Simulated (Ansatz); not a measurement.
The starting structures come from a database of crystals and need not be the phases stable at ambient conditions.

 Where the default PAW files enter, the runs use the earlier of Ansatz's two default sets.

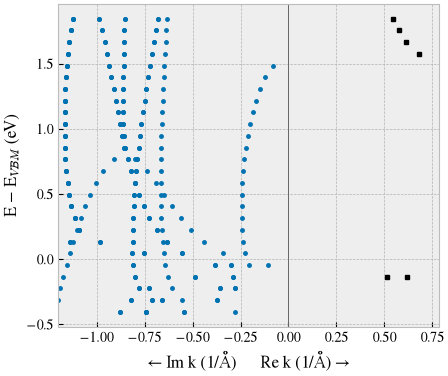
Figure. Complex bands at the centre of the two-dimensional zone; r2SCAN in Ansatz (a quantum-chemistry and plane-wave program)

The gap is the functional's own. No spin-orbit coupling. Mid-gap values are interpolated on the energy grid.

Task: This is K$_{2}$Pt (Fm-3m, not sure to be the ambient phase, 3 atoms a cell, 36.0 Å³ an atom) along the normal of (111). Read off the slowest decay at the centre of the two-dimensional zone at 0.77 eV, the computed energy nearest the middle of the gap.

Result: κ ≈ 0.23 1/Å, a decay length 1/(2κ) of the density of 2.2 Å.
